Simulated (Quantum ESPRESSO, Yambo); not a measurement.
# BP (F-43m): G0W0 in Yambo against the bands

Aim: move the bands of a G0W0 run on BP (F-43m) over a wide range.

Calculated with Yambo 5.3.0; PBE and many-body steps on it, plane waves.

### Step 1. The starting structure

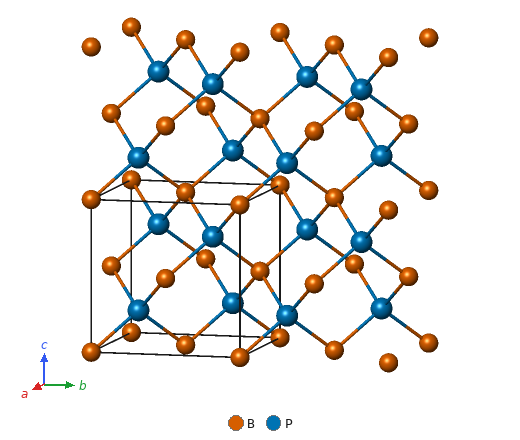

The cell as given, slightly off an axis (boron orange, phosphorus blue). 1×2×2 cells are drawn. This picture shows the conventional cell, with its axes. Bonds to atoms that aren't drawn are left out. Some periodic images of atoms are drawn too.

As a file:

```xyz
2
Lattice="0.0000 2.2690 2.2690 2.2690 0.0000 2.2690 2.2690 2.2690 0.0000" Properties=species:S:1:pos:R:3 pbc="T T T"
B     0.0000    0.0000    0.0000
P     1.1345    1.1345    1.1345
```

The cell and positions come from the Crystallography Open Database and are kept as given unless a step says otherwise.

### Step 2. 20 bands

This step: Yambo 5.3.0; G0W0 on PBE, plane waves, norm-conserving pseudopotentials.

G0W0 replaces the xc potential by the self-energy, built once from these orbitals. Only a window of levels is corrected, while the sums run over the empty bands that the input names.

File gw1.in:

```
HF_and_locXC
gw0
dyson
ppa
em1d
rim_cut
RandQpts= 1000000
RandGvec= 1 RL
EXXRLvcs= 68 Ry
VXCRLvcs= 272 Ry
Chimod= "HARTREE"
% BndsRnXp
 1 | 20 |
%
NGsBlkXp= 15.5 Ry
% LongDrXp
 1 | 1 | 1 |
%
% GbndRnge
 1 | 20 |
%
DysSolver= "n"
ExtendOut
PPAPntXp= 27.21138 eV
% QPkrange
 1 | 1 | 3 | 6 |
 7 | 7 | 3 | 6 |
%
```

Launch:

```console
$ OMP_NUM_THREADS=1 mpirun -n 4 yambo -F gw1.in -J gw1 -C gw1 > gw1.log
```

The program printed:

```text
 Yambo, version 5.3.0

 [02] CORE Variables Setup
 =========================

  [... cell, symmetries and grids as in the set-up ...]

  [02.05] Energies & Occupations
  ==============================

  [X] === General ===
  [X] Electronic Temperature                        :  0.000000  0.000000 [eV K]
  [X] Bosonic    Temperature                        :  0.000000  0.000000 [eV K]
  [X] Finite Temperature mode                       : no
  [X] El. density                                   :  0.34242E+24 [cm-3]
  [X] Fermi Level                                   :  9.241273 [eV]

  [X] === Gaps and Widths ===
  [X] Conduction Band Min                           :  1.347324 [eV]
  [X] Valence Band Max                              :  0.000000 [eV]
  [X] Filled Bands                                  :   4
  [X] Empty Bands                                   :    5  279
  [X] Direct Gap                                    :  3.406803 [eV]
  [X] Direct Gap localized at k                     :  1
  [X] Indirect Gap                                  :  1.347324 [eV]
  [X] Indirect Gap between kpts                     :   1   7
  [X] Last valence band width                       :  5.466754 [eV]
  [X] 1st conduction band width                     :  3.986001 [eV]

 [03] Transferred momenta grid and indexing
 ==========================================

 IBZ Q-points                                      :   8
 BZ  Q-points                                      :   64

 K/Q-points units:
 rlu = crystal or reduced units; cc = cartesian coordinates; iku = interal k-units

 Q [1]          [rlu]:  0.000000  0.000000  0.000000
 Q [2]          [rlu]: -0.10617E-17 -0.10617E-17  0.25000
 Q [3]          [rlu]:  0.21235E-17  0.21235E-17 -0.50000
 Q [4]          [rlu]: -0.90507E-17  0.25000      0.25000
 Q [5]          [rlu]:  0.10377E-16  0.25000      0.50000
 Q [6]          [rlu]:  0.21235E-17  0.25000     -0.25000
 Q [7]          [rlu]:  0.18101E-16 -0.50000     -0.50000
 Q [8]          [rlu]:  0.250000 -0.500000 -0.250000

 [04] Coloumb potential Random Integration (RIM)
 ===============================================

  [04.01] RIM initialization
  ==========================

  * Diagonal components only detected *

  8 x (sBL volume)        :  0.196662 [a.u.]
  sBZ random points       :  1000000
  Points outside the sBZ  :   7987327
  RL volume               :  1.573293 [a.u.]
  Integrated volume       :  1.575789 [a.u.]

  [04.02] RIM integrals
  =====================

  Gamma point sphere radius             :  0.105485 [a.u.]
  Points outside the sphere             :   799513
  [Int_sBZ(q=0) 1/q^2]*(Vol_sBZ)^(-1/3) =:  7.764325
                                 should be <:  7.795600

  Summary of Coulomb integrals for non-metallic bands |Q|[au] RIM/Bare

  Q [1] 0.100000E-4 0.995988 * Q [2] 0.317261 1.066317
  Q [4] 0.366342 1.065091 * Q [6] 0.518086 1.027759
  Q [5] 0.607509 1.020584 * Q [3] 0.634523 1.018268
  Q [7] 0.732684 1.014689 * Q [8] 0.819165 1.011648

 [WARNING] [Xp] User bands 1-20 break level degeneracy

 [05] Dipoles
 ============

  [05.01] Setup: observables and procedures
  =========================================

 [06] Dynamic Dielectric Matrix (PPA)
 ====================================

 [WR./gw1//ndb.pp]---------------------------------------------------------------
  Brillouin Zone Q/K grids (IBZ/BZ)                :    8   64    8   64
  RL vectors                                       :  1917 [WF]
  Coulomb cutoff potential                         : none
  Electronic Temperature                           :  0.000000 [K]
  Bosonic    Temperature                           :  0.000000 [K]
  PPA    diel. fun.  energies                      : Perdew, Burke & Ernzerhof(X)+Perdew, Burke & Ernzerhof(C)
  wavefunctions                                    : Perdew, Burke & Ernzerhof(X)+Perdew, Burke & Ernzerhof(C)
  Global Gauge                                     : length
  X matrix size                                    :  181
  X band range                                     :   1  20
  X e/h energy range                               : -1.000000 -1.000000 [eV]
  X Time ordering                                  : R
  X Hxc Kernel                                     : HARTREE
  X Drude frequency                                :  0.000000  0.000000
  X poles                                          :  100.0000 [o/o]
  RL vectors in the sum                            :  1917
  [r,Vnl] included                                 : yes
  Field direction                                  :  0.577350E-5  0.577350E-5  0.577350E-5
  BZ energy Double Grid                            : no
  BZ energy DbGd points                            : 0
  BZ Q point size factor                           : -1.000000
  X Optical Averaged directions                    : none

 [07] Local Exchange-Correlation + Non-Local Fock
 ================================================

 [VXC] Plane waves :  11935
 [EXS] Plane waves :  1471

 QP @ state[ 1 ] K range:  1  1
 QP @ state[ 1 ] b range:   3   6
 QP @ state[ 2 ] K range:   7   7
 QP @ state[ 2 ] b range:   3   6

 [xc] Functional : Perdew, Burke & Ernzerhof(X)+Perdew, Burke & Ernzerhof(C)
 [xc] LIBXC used to calculate xc functional
  PP Number of Atomic Species                      :  2
  NLCC RL compoments                               :  11935
  PP Number of Atomic Species                      :  2
  NLCC RL compoments                               :  11935

 [xc] E_xc :  -2.825902 [Ha]
      E_xc :  -5.651803 [Ry]

  Local XC kind (lXC) : Perdew, Burke & Ernzerhof(X)+Perdew, Burke & Ernzerhof(C)
  Non-Local XC kind (nlXC) : Hartree-Fock

  Corrections @ K [1] :  [eV]
 <3|nlXC|3> = -15.11597  0.27490E-17 <3|lXC|3> = -13.31497 -0.10746E-19
 <4|nlXC|4> = -15.11568  0.15223E-16 <4|lXC|4> = -13.31497 -0.56678E-15
 <5|nlXC|5> = -7.139641  0.74225E-17 <5|lXC|5> = -12.02100  0.33045E-15
 <6|nlXC|6> = -7.139699  0.14631E-17 <6|lXC|6> = -12.02100 -0.47201E-16

  Corrections @ K [7] :  [eV]
 <3|nlXC|3> = -15.96388  0.16157E-16 <3|lXC|3> = -12.50131  0.28975E-19
 <4|nlXC|4> = -15.96386  0.15018E-16 <4|lXC|4> = -12.50131 -0.23491E-16
 <5|nlXC|5> = -6.408130 -0.43730E-17 <5|lXC|5> = -10.80516  0.70805E-16
 <6|nlXC|6> = -6.161084  0.16372E-18 <6|lXC|6> = -10.66008 -0.11800E-15

 [08] Dyson equation: Newton solver
 ==================================

  [08.01] G0W0 (W PPA)
  ====================

  [  GW  ] Bands range     :   1  20
  [GW/PPA] G damping       :  0.100000 [eV]

  QP @ state[ 1 ] K range:  1  1
  QP @ state[ 1 ] b range:   3   6
  QP @ state[ 2 ] K range:   7   7
  QP @ state[ 2 ] b range:   3   6

   Sc/G bands                                       :   1  20
   Sc/G damping                                     :  0.100000 ev
   Sc bands terminator                              : no
   Sx RL components                                 :  1471

   QP @ state[ 1 ] K range                          :  1  1
   QP @ state[ 1 ] b range                          :   3   6
   QP @ state[ 2 ] K range                          :   7   7
   QP @ state[ 2 ] b range                          :   3   6
   GF energies kind                                 : Perdew, Burke & Ernzerhof(X)+Perdew, Burke & Ernzerhof(C)
   GF WF`s kind                                     : Perdew, Burke & Ernzerhof(X)+Perdew, Burke & Ernzerhof(C)
   Xs energies kind                                 : Perdew, Burke & Ernzerhof(X)+Perdew, Burke & Ernzerhof(C)
   Xs WF`s kind                                     : Perdew, Burke & Ernzerhof(X)+Perdew, Burke & Ernzerhof(C)

 [11] Game Over & Game summary
```

It took 7.9 s on 4 MPI ranks of Arm Neoverse V1, shared host; peak memory 1.1 GiB; 27 s of CPU time.

Numbers from this step:

```
G0W0 gap on the points computed              : 1.945 eV
starting gap on the mesh                     : 1.347 eV
k of the valence top                         : 0, 0, 0
k of the conduction bottom                   : 0, -0.5, -0.5
least direct G0W0 gap on the computed points : 4.277 eV
Z at the valence top                         : 0.8025
Z at the conduction bottom                   : 0.8147
```

The gap on the mesh goes from 1.35 eV to 1.94 eV, a correction of +0.60 eV.

### Step 3. 38 bands

gw2.in, as its differences from gw1.in of step 2:

```diff
@@ -12,3 +12,3 @@
 % BndsRnXp
- 1 | 20 |
+ 1 | 38 |
 %
@@ -19,3 +19,3 @@
 % GbndRnge
- 1 | 20 |
+ 1 | 38 |
 %
```

Launch:

```console
$ OMP_NUM_THREADS=1 mpirun -n 4 yambo -F gw2.in -J gw2 -C gw2 > gw2.log
```

The program printed:

```text
 Yambo, version 5.3.0

 [02] CORE Variables Setup
 =========================

  [... cell, symmetries and grids as in the set-up ...]

  [02.05] Energies & Occupations
  ==============================

  [X] === General ===
  [X] Electronic Temperature                        :  0.000000  0.000000 [eV K]
  [X] Bosonic    Temperature                        :  0.000000  0.000000 [eV K]
  [X] Finite Temperature mode                       : no
  [X] El. density                                   :  0.34242E+24 [cm-3]
  [X] Fermi Level                                   :  9.241273 [eV]

  [X] === Gaps and Widths ===
  [X] Conduction Band Min                           :  1.347324 [eV]
  [X] Valence Band Max                              :  0.000000 [eV]
  [X] Filled Bands                                  :   4
  [X] Empty Bands                                   :    5  279
  [X] Direct Gap                                    :  3.406803 [eV]
  [X] Direct Gap localized at k                     :  1
  [X] Indirect Gap                                  :  1.347324 [eV]
  [X] Indirect Gap between kpts                     :   1   7
  [X] Last valence band width                       :  5.466754 [eV]
  [X] 1st conduction band width                     :  3.986001 [eV]

 [03] Transferred momenta grid and indexing
 ==========================================

 IBZ Q-points                                      :   8
 BZ  Q-points                                      :   64

 K/Q-points units:
 rlu = crystal or reduced units; cc = cartesian coordinates; iku = interal k-units

 Q [1]          [rlu]:  0.000000  0.000000  0.000000
 Q [2]          [rlu]: -0.10617E-17 -0.10617E-17  0.25000
 Q [3]          [rlu]:  0.21235E-17  0.21235E-17 -0.50000
[...]
NLCC RL compoments                               :  11935
  PP Number of Atomic Species                      :  2
  NLCC RL compoments                               :  11935

 [xc] E_xc :  -2.825902 [Ha]
      E_xc :  -5.651803 [Ry]

  Local XC kind (lXC) : Perdew, Burke & Ernzerhof(X)+Perdew, Burke & Ernzerhof(C)
  Non-Local XC kind (nlXC) : Hartree-Fock

  Corrections @ K [1] :  [eV]
 <3|nlXC|3> = -15.11597  0.27490E-17 <3|lXC|3> = -13.31497 -0.10746E-19
 <4|nlXC|4> = -15.11568  0.15223E-16 <4|lXC|4> = -13.31497 -0.56678E-15
 <5|nlXC|5> = -7.139641  0.74225E-17 <5|lXC|5> = -12.02100  0.33045E-15
[...]
Corrections @ K [7] :  [eV]
[...]
<5|nlXC|5> = -6.408130 -0.43730E-17 <5|lXC|5> = -10.80516  0.70805E-16
 <6|nlXC|6> = -6.161084  0.16372E-18 <6|lXC|6> = -10.66008 -0.11800E-15

 [08] Dyson equation: Newton solver
 ==================================

  [08.01] G0W0 (W PPA)
  ====================

  [  GW  ] Bands range     :    1   38
  [GW/PPA] G damping       :  0.100000 [eV]

  QP @ state[ 1 ] K range:  1  1
  QP @ state[ 1 ] b range:   3   6
  QP @ state[ 2 ] K range:   7   7
  QP @ state[ 2 ] b range:   3   6

   Sc/G bands                                       :    1   38
   Sc/G damping                                     :  0.100000 ev
   Sc bands terminator                              : no
   Sx RL components                                 :  1471

   QP @ state[ 1 ] K range                          :  1  1
   QP @ state[ 1 ] b range                          :   3   6
   QP @ state[ 2 ] K range                          :   7   7
   QP @ state[ 2 ] b range                          :   3   6
   GF energies kind                                 : Perdew, Burke & Ernzerhof(X)+Perdew, Burke & Ernzerhof(C)
   GF WF`s kind                                     : Perdew, Burke & Ernzerhof(X)+Perdew, Burke & Ernzerhof(C)
   Xs energies kind                                 : Perdew, Burke & Ernzerhof(X)+Perdew, Burke & Ernzerhof(C)
   Xs WF`s kind                                     : Perdew, Burke & Ernzerhof(X)+Perdew, Burke & Ernzerhof(C)

 [11] Game Over & Game summary
```

Elapsed: 12 s, on 4 MPI ranks; peak memory 1.1 GiB.

This step gave:

```yaml
g0w0_gap_on_the_points_computed: 1.974 eV
starting_gap_on_the_mesh: 1.347 eV
k_of_the_valence_top: 0, 0, 0
k_of_the_conduction_bottom: 0, -0.5, -0.5
least_direct_g0w0_gap_on_the_computed_points: 4.252 eV
z_at_the_valence_top: 0.7990
z_at_the_conduction_bottom: 0.8114
```

Against the run before, the gap moves by +0.030 eV.

### Step 4. 73 bands

gw3.in, as its differences from gw2.in of step 3:

```diff
@@ -12,3 +12,3 @@
 % BndsRnXp
- 1 | 38 |
+ 1 | 73 |
 %
@@ -19,3 +19,3 @@
 % GbndRnge
- 1 | 38 |
+ 1 | 73 |
 %
```

Launch:

```console
$ OMP_NUM_THREADS=1 mpirun -n 4 yambo -F gw3.in -J gw3 -C gw3 > gw3.log
```

The program printed:

```text
 Yambo, version 5.3.0

 [02] CORE Variables Setup
 =========================

  [... cell, symmetries and grids as in the set-up ...]

  [02.05] Energies & Occupations
  ==============================

  [X] === General ===
  [X] Electronic Temperature                        :  0.000000  0.000000 [eV K]
  [X] Bosonic    Temperature                        :  0.000000  0.000000 [eV K]
  [X] Finite Temperature mode                       : no
  [X] El. density                                   :  0.34242E+24 [cm-3]
[...]
QP @ state[ 1 ] b range                          :   3   6
   QP @ state[ 2 ] K range                          :   7   7
   QP @ state[ 2 ] b range                          :   3   6
   GF energies kind                                 : Perdew, Burke & Ernzerhof(X)+Perdew, Burke & Ernzerhof(C)
   GF WF`s kind                                     : Perdew, Burke & Ernzerhof(X)+Perdew, Burke & Ernzerhof(C)
   Xs energies kind                                 : Perdew, Burke & Ernzerhof(X)+Perdew, Burke & Ernzerhof(C)
   Xs WF`s kind                                     : Perdew, Burke & Ernzerhof(X)+Perdew, Burke & Ernzerhof(C)

 [11] Game Over & Game summary
```

Wall time 21 s (4 MPI ranks); peak memory 1.1 GiB; 80 s of CPU time.

This step gave:

```yaml
g0w0_gap_on_the_points_computed: 2.025 eV
starting_gap_on_the_mesh: 1.347 eV
k_of_the_valence_top: 0, 0, 0
k_of_the_conduction_bottom: 0, -0.5, -0.5
least_direct_g0w0_gap_on_the_computed_points: 4.267 eV
```

Against the run before, the gap moves by +0.051 eV.

(Part 1 of 2 ends here.)

[Paths, hosts, dates, memory and timing lines, banners, echoed tables and standing remarks are left out of the program output.]

[Logs are printed without paths, hosts, clocks, repeated set-up lines and the standing remarks that a program may print on its own settings, such as how far it seeks lower states.]

[Runs of the session that timed out or met a known fault of the program may be left out.]

[Hosts, paths, dates, database ids (printed as entryN), source tags and the programs' standing remarks are cut or masked in the printed files.]
